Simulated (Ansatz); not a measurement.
**TaN2H7ClO2F: geometry relaxation (part 1 of 2)**

- system: TaN2H7ClO2F
- method: RKS PBE/def2-SVP (Ansatz 0.2.0)

It belongs to a series of runs on one base structure; here: end point B relaxed. Figures and captions count atoms from 1; the log counts them from 0 in places.

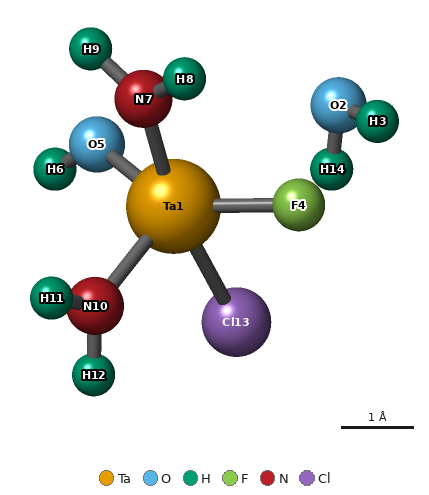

The starting structure (ball-and-stick view, seen at a tilt; atoms are numbered from 1 in the order of the input). Sticks mark near contacts.

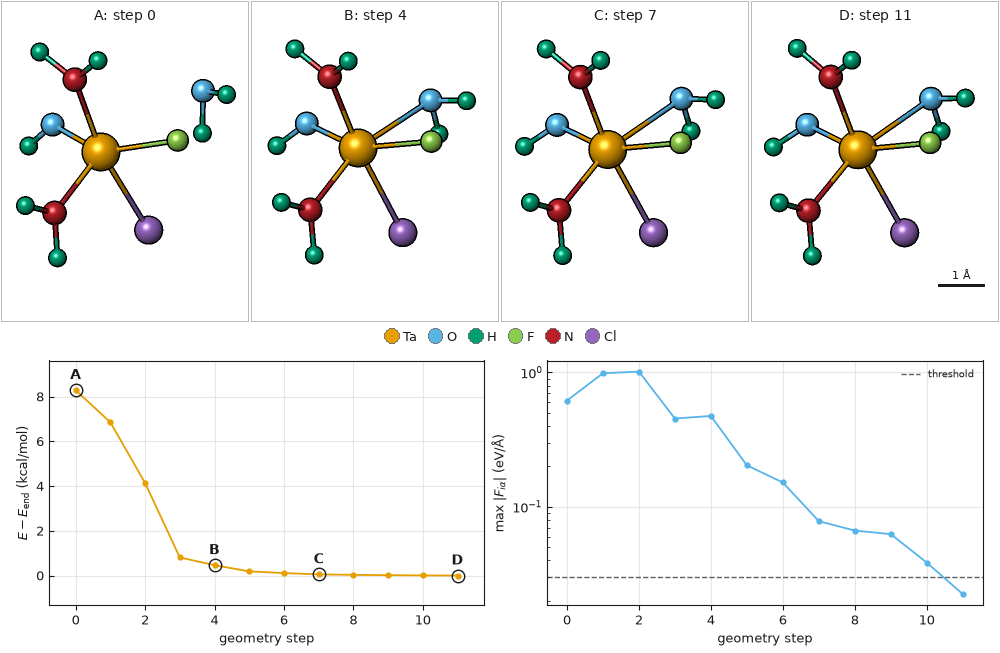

Frames of the relaxation (ball-and-stick view, seen at a tilt) above the curves, on which the letters mark them (the first geometry is step 0 here and step 1 in the log).

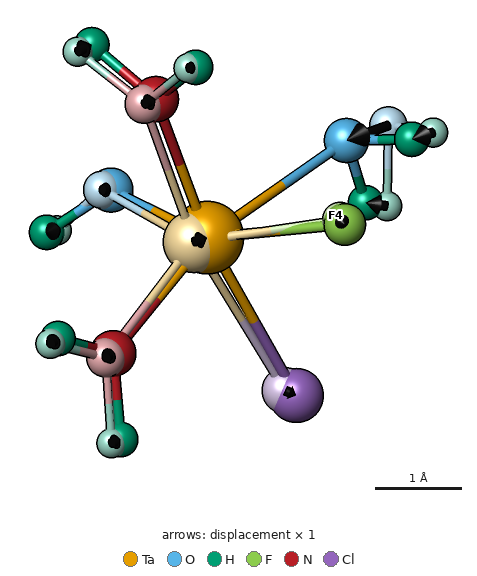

Start (faint) and end (solid) with the displacements as black arrows, at true length (ball-and-stick view, seen at a tilt). The two geometries are laid on each other by the best rigid fit. Over 11 geometry steps the energy falls by 8.29 kcal/mol. Largest force component: 0.62 eV/Å at the start, 0.022 eV/Å at the end. O2 moves most after the best rigid fit: 0.65 Å. Largest moves by element: O 0.65 Å, H 0.32 Å, Ta 0.19 Å, N 0.19 Å, F 0.15 Å, Cl 0.15 Å. Among the contacts that change: Ta1–O2 3.208 → 2.385 Å, Ta1–F4 1.928 → 1.951 Å, Ta1–O5 1.917 → 1.935 Å, Ta1–N10 1.965 → 1.977 Å. New bonds form: Ta1–O2 (3.21 → 2.38 Å). Among the angles that change: F4–Ta1–O5 142.8° → 152.3°, Ta1–O5–H6 132.5° → 126.6°, F4–Ta1–N10 109.0° → 103.8°. (Atoms are counted from 1 in the order of the input.)

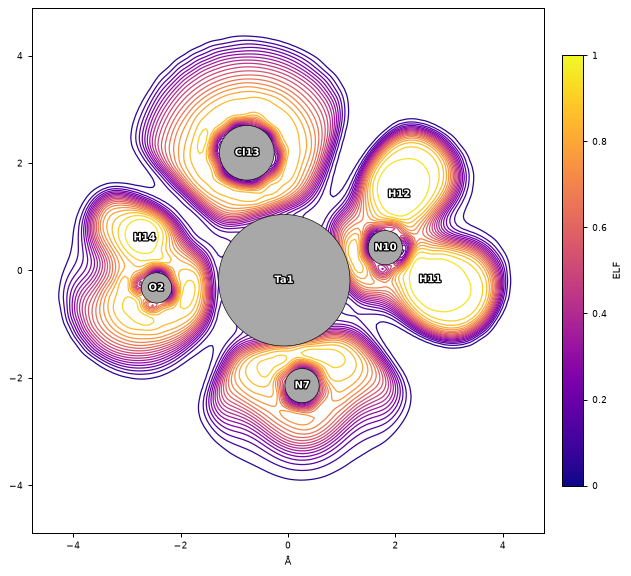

Electron localisation function on the plane of atoms N10, Ta1 and Cl13. Grey discs, where drawn, cover atomic cores. Atoms in the plane: Ta, O, N, H and Cl. Ta–N (1.98 Å): the ELF peaks at about 0.90 in the valence shell of N, 0.6 Å from its nucleus, and is about 0.30 at the midpoint. Ta–Cl (2.47 Å): the ELF peaks at about 0.85 in the valence shell of Cl, 0.8 Å from its nucleus, and is about 0.30 at the midpoint. O–H (0.98 Å): the ELF climbs to about 1 towards the hydrogen, as it does in any bond to H; a covalent bond by its length. N–H (1.02 Å): the ELF climbs to about 1 towards the hydrogen; a covalent bond by its length.

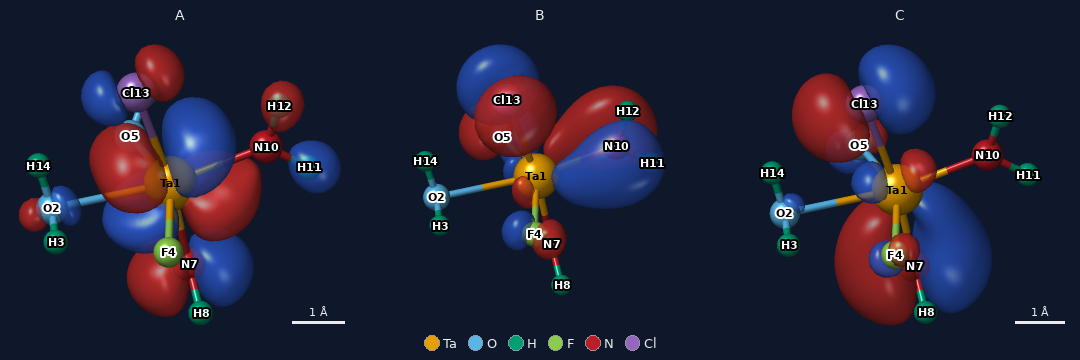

Three frontier orbitals at ±0.1 Å⁻³ᐟ² (blue and red are the two phases). C is the HOMO−1 (−6.51 eV). B is the HOMO (−6.20 eV). A is the LUMO (−2.15 eV). Its weight (Hirshfeld) is mainly on Ta1 (60 %) and N7 (15 %). The HOMO–LUMO gap is 4.05 eV between the orbital energies.

The input that produced these results follows, with the program's output.

## Input
```yaml
crystal:
  periodic: [false, false, false]
  atoms:
    - { symbol: Ta, position_ang: [-0.235853, -0.52024, 0.07274] }
    - { symbol: O, position_ang: [2.84823, 0.329522, 0.308512] }
    - { symbol: H, position_ang: [2.606463, 0.434001, 1.251308] }
    - { symbol: F, position_ang: [0.361617, -0.096997, 1.856322] }
    - { symbol: O, position_ang: [0.183571, -0.260169, -1.779697] }
    - { symbol: H, position_ang: [0.20665, -0.867483, -2.540323] }
    - { symbol: "N", position_ang: [-1.065275, 1.290732, 0.097114] }
    - { symbol: H, position_ang: [-1.18988, 1.874488, 0.933138] }
    - { symbol: H, position_ang: [-1.285556, 1.831617, -0.747733] }
    - { symbol: "N", position_ang: [-1.885226, -1.583325, 0.184091] }
    - { symbol: H, position_ang: [-2.846252, -1.231315, 0.207172] }
    - { symbol: H, position_ang: [-1.856841, -2.607614, 0.223217] }
    - { symbol: Cl, position_ang: [1.155987, -2.549931, 0.174969] }
    - { symbol: H, position_ang: [2.891965, -0.659186, 0.225969] }
basis:
  gaussian: { orbitals: def2-SVP }
hamiltonian:
  xc: pbe
relax:
  f_tol: 0.03
  max_steps: 50
output:
  orbitals: {}
```

Launched with:
```bash
ansatz run input.yaml --threads 4 --pin off --max-ram 5120MiB --backend cpu --events-out ev --progress --plain --runs-dir out
```

## Log
```
The last accepted step is kept in [file] (removed where the run ends without a failure and the disk answers)
Engine: ansatz 0.2.0, x86_64-unknown-linux-gnu
Functional definition: PBE
  parameter kappa = 0.804
  parameter beta = 0.06672455060314922
  exchange = pbe_x(kappa = kappa, mu = beta*pi^2/3)
  correlation = pbe_c(beta = beta)
1683 factors; their error is unknown
mean field evaluation 1: about -23933.4122 eV, gradient 1.2e2 eV
mean field evaluation 2: about -23682.5293 eV, gradient 3.3e2 eV
mean field evaluation 4: about -23958.4543 eV, gradient 3.2e1 eV
mean field evaluation 8: about -23960.5842 eV, gradient 6.2e-1 eV
mean field evaluation 16: about -23960.5006 eV, gradient 1.3e-3 eV
mean field -23960.50063751 eV, -880.5321574179 hartree, gradient 6.1e-5 eV, S^2 0.000000; 0 other end points of the search recorded, 0 dependent functions left out
the calculation of the forces begins
reference -23960.50070871 eV, -880.5321600345 hartree; 38, 38 occupied and 117, 117 virtual orbitals, 1683 factors
relax step   1: F+E_penalty+E_count = -23960.50063751 eV  Δ(F+E_penalty+E_count) = +0.000e0 eV  max|allowed force component| = 6.181e-1 eV/Å  Δτ_max = 0.0000 Å  (32 SCF iters, accepted)
these checks for a lower state are left out or cut short: starts, cluster_reference, orbital_swaps, neighbouring_geometries, increment
1683 factors; their error is unknown
mean field -23960.56291856 eV, -880.5344462041 hartree, gradient 1.5e-5 eV, S^2 0.000000; 0 other end points of the search recorded, 0 dependent functions left out
[... from here on the field's lines of each further geometry are left out, up to the last ...]
relax step   2: F+E_penalty+E_count = -23960.56291856 eV  Δ(F+E_penalty+E_count) = -6.228e-2 eV  max|allowed force component| = 9.871e-1 eV/Å  Δτ_max = 0.1960 Å  (38 SCF iters, accepted)
relax step   3: F+E_penalty+E_count = -23960.68058142 eV  Δ(F+E_penalty+E_count) = -1.177e-1 eV  max|allowed force component| = 1.015e0 eV/Å  Δτ_max = 0.1969 Å  (31 SCF iters, accepted)
relax step   4: F+E_penalty+E_count = -23960.82484214 eV  Δ(F+E_penalty+E_count) = -1.443e-1 eV  max|allowed force component| = 4.543e-1 eV/Å  Δτ_max = 0.1953 Å  (39 SCF iters, accepted)
relax step   5: F+E_penalty+E_count = -23960.83993599 eV  Δ(F+E_penalty+E_count) = -1.509e-2 eV  max|allowed force component| = 4.750e-1 eV/Å  Δτ_max = 0.1227 Å  (39 SCF iters, accepted)
relax step   6: F+E_penalty+E_count = -23960.85184441 eV  Δ(F+E_penalty+E_count) = -1.191e-2 eV  max|allowed force component| = 2.039e-1 eV/Å  Δτ_max = 0.0693 Å  (32 SCF iters, accepted)
relax step   7: F+E_penalty+E_count = -23960.85518735 eV  Δ(F+E_penalty+E_count) = -3.343e-3 eV  max|allowed force component| = 1.519e-1 eV/Å  Δτ_max = 0.0486 Å  (34 SCF iters, accepted)
relax step   8: F+E_penalty+E_count = -23960.85767243 eV  Δ(F+E_penalty+E_count) = -2.485e-3 eV  max|allowed force component| = 7.830e-2 eV/Å  Δτ_max = 0.0329 Å  (31 SCF iters, accepted)
relax step   9: F+E_penalty+E_count = -23960.85870489 eV  Δ(F+E_penalty+E_count) = -1.032e-3 eV  max|allowed force component| = 6.663e-2 eV/Å  Δτ_max = 0.0297 Å  (32 SCF iters, accepted)
relax step  10: F+E_penalty+E_count = -23960.85923199 eV  Δ(F+E_penalty+E_count) = -5.271e-4 eV  max|allowed force component| = 6.271e-2 eV/Å  Δτ_max = 0.0192 Å  (32 SCF iters, accepted)
relax step  11: F+E_penalty+E_count = -23960.85974129 eV  Δ(F+E_penalty+E_count) = -5.093e-4 eV  max|allowed force component| = 3.853e-2 eV/Å  Δτ_max = 0.0192 Å  (33 SCF iters, accepted)
the calculation of the forces begins
reference -23960.86007637 eV, -880.5453665523 hartree; 38, 38 occupied and 117, 117 virtual orbitals, 1683 factors
relax step  12: F+E_penalty+E_count = -23960.86000395 eV  Δ(F+E_penalty+E_count) = -2.627e-4 eV  max|allowed force component| = 2.244e-2 eV/Å  Δτ_max = 0.0127 Å  (33 SCF iters, accepted)
1683 factors; their error is unknown
mean field -23960.86000395 eV, -880.5453638908 hartree, gradient 1.7e-5 eV, S^2 0.000000; 1 other end points of the search recorded, 0 dependent functions left out
the calculation of the forces begins
reference -23960.86007637 eV, -880.5453665523 hartree; 38, 38 occupied and 117, 117 virtual orbitals, 1683 factors
Total energy: -23960.86007637 eV, -880.5453665523 hartree
Atom 0 at    -0.047728    -0.500211     0.109420 Å, force    -0.022169    -0.003463     0.008464 eV/Å
Atom 1 at     2.208933     0.260827     0.235663 Å, force     0.007382     0.001954    -0.006690 eV/Å
Atom 2 at     2.294967     0.407198     1.201616 Å, force    -0.003569    -0.004942     0.001441 eV/Å
Atom 3 at     0.293586    -0.118615     1.992363 Å, force     0.010305     0.004159    -0.001648 eV/Å
Atom 4 at     0.330221    -0.289494    -1.776358 Å, force     0.017168     0.022442    -0.003633 eV/Å
Atom 5 at    -0.006818    -0.844099    -2.499974 Å, force    -0.007105    -0.013679    -0.001201 eV/Å
Atom 6 at    -0.877819     1.314110     0.103851 Å, force     0.003880    -0.021757    -0.004435 eV/Å
Atom 7 at    -1.086478     1.863715     0.945478 Å, force    -0.005303     0.009927     0.005969 eV/Å
Atom 8 at    -1.053085     1.870578    -0.740202 Å, force     0.000343     0.003419    -0.001434 eV/Å
Atom 9 at    -1.709320    -1.572011     0.138032 Å, force     0.001395     0.000127    -0.000498 eV/Å
Atom 10 at    -2.667628    -1.211945     0.160727 Å, force    -0.002510     0.003400     0.000440 eV/Å
Atom 11 at    -1.699681    -2.593995     0.225803 Å, force     0.002473    -0.001486    -0.000706 eV/Å
Atom 12 at     1.237412    -2.607168     0.282298 Å, force    -0.000488    -0.003101    -0.000870 eV/Å
Atom 13 at     2.673037    -0.594792     0.088082 Å, force    -0.001801     0.003000     0.004802 eV/Å
Dipole moment:    -0.360743     0.400990    -0.232870 e Å
```

## Trajectory as extended XYZ (Å, eV, eV/Å), 12 frames, from step=1 to step=12
```
14
Properties=species:S:1:pos:R:3:forces:R:3 step=1 energy=-23960.50064
Ta   -0.2359   -0.5202    0.0727    0.4388  -0.0597   0.0009
O     2.8482    0.3295    0.3085   -0.3455  -0.6181  -0.0315
H     2.6065    0.4340    1.2513    0.0142  -0.0130  -0.0340
F     0.3616   -0.0970    1.8563    0.0242   0.0044   0.0325
O     0.1836   -0.2602   -1.7797   -0.0214  -0.0945  -0.0628
H     0.2067   -0.8675   -2.5403    0.0112   0.0725   0.0747
N    -1.0653    1.2907    0.0971   -0.0096  -0.0063   0.0026
H    -1.1899    1.8745    0.9331    0.0070  -0.0003  -0.0074
H    -1.2856    1.8316   -0.7477    0.0090  -0.0030   0.0031
N    -1.8852   -1.5833    0.1841   -0.0365   0.0338  -0.0234
H    -2.8463   -1.2313    0.2072    0.0290  -0.0033   0.0068
H    -1.8568   -2.6076    0.2232    0.0032  -0.0207   0.0044
Cl    1.1560   -2.5499    0.1750   -0.0992   0.1754  -0.0114
H     2.8920   -0.6592    0.2260   -0.0243   0.5328   0.0453
```
